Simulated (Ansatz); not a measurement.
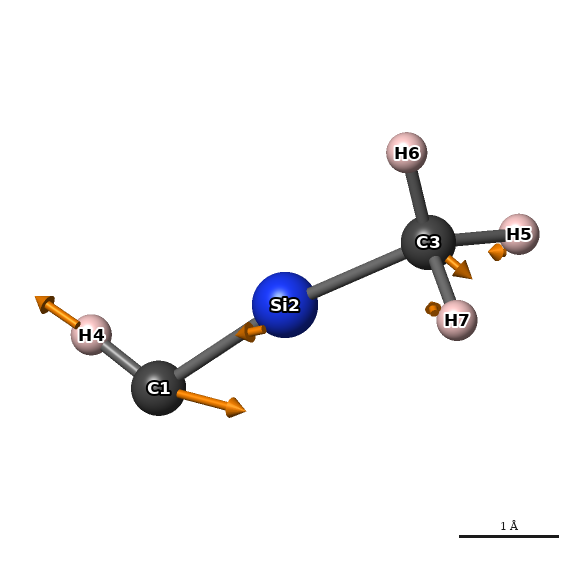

Arrows show the forces on the atoms, 0.1 Å of arrow for 1 eV/Å; forces under a tenth of the largest aren't drawn. Level of theory: PBE-D4/def2-TZVPP (Ansatz 0.2.0).

> On which atom is the force largest, and how large is it?

On C1: 8.33 eV/Å.

> Which bond do the forces act along most?

C1–H4, now 0.972 Å: the forces push its atoms apart, so a first step downhill lengthens it.

List the force components in the frame of the picture (x right, y up, z towards the viewer), in eV/Å.

```
atom     Fx     Fy     Fz
  C1   6.86  −1.81   4.35
 Si2  −2.97  −0.62  −1.80
  C3   2.58  −2.15   0.35
  H4  −4.41   3.03  −2.75
  H5  −1.64   0.12   1.48
  H6  −0.07   0.20  −0.29
  H7  −0.35   1.24  −1.33
```
